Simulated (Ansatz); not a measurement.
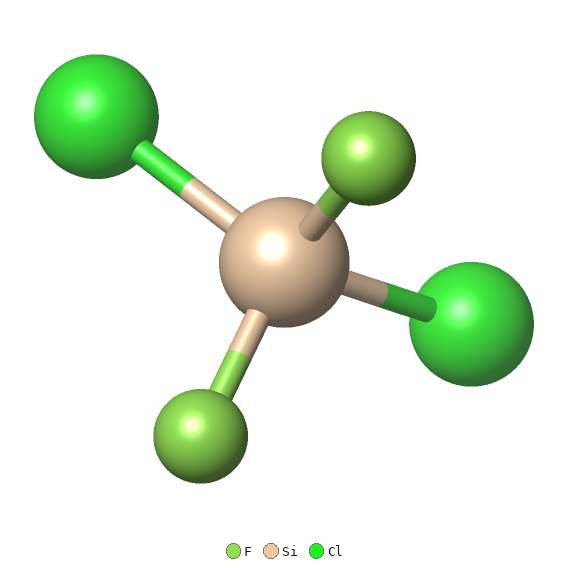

The geometry was computed by an optimisation with PBE-D4/def2-SVP. No frequency run is at hand to confirm it as a minimum. Level of theory: RKS PBE-D4/def2-SVP (Ansatz 0.2.0).

Estimate the dipole moment.

Answer. 0.66 D.
